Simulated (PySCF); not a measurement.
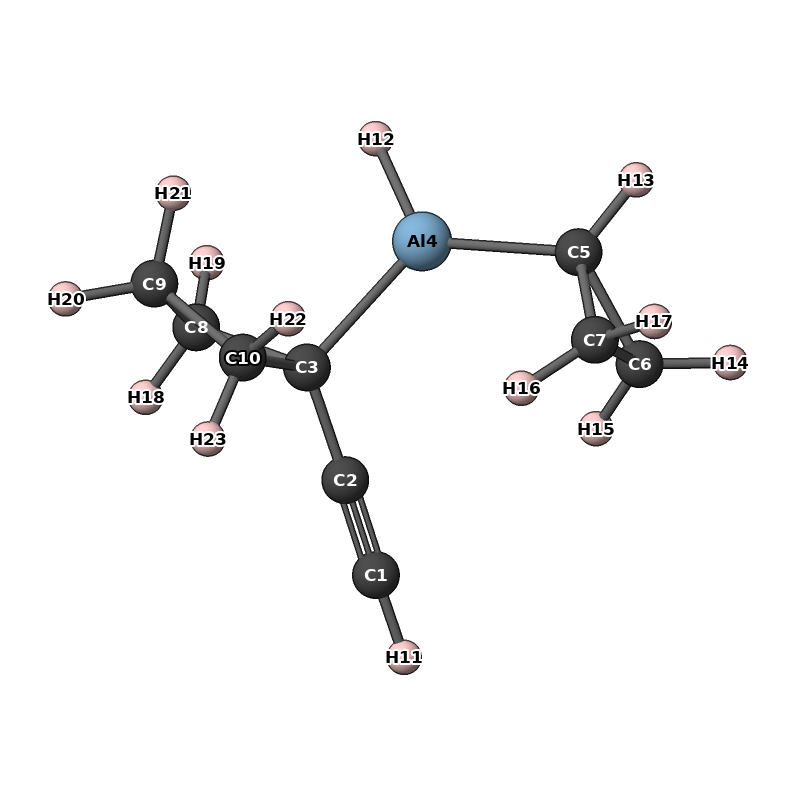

The questions are on isotropic NMR shieldings of the C atoms. The computed structure is the end point of a GFN2-xTB optimisation. No frequency run is at hand to confirm it as a minimum. Method: GIAO PBE0/pcSseg-1 NMR shielding, non-relativistic, gas phase (PySCF 2.14.0).

**Which C atom is the most shielded (lowest chemical shift)?**

C5 (186.0 ppm).

**Which C atom is the least shielded (highest chemical shift)?**

C2 (90.9 ppm).

**How wide is the range of C shifts?**

95.1 ppm.

Give the isotropic NMR shieldings of the C atoms atom by atom.

```csv
atom,σ (ppm)
C1,111.9
C2,90.9
C3,168.4
C5,186.0
C6,183.5
C7,183.6
C8,151.4
C9,166.6
C10,151.7
```

The geometry is semi-empirical. Around Al such bond lengths and angles can be off by a tenth of an ångström or more and by several degrees, and values that hang on the shape move with them.
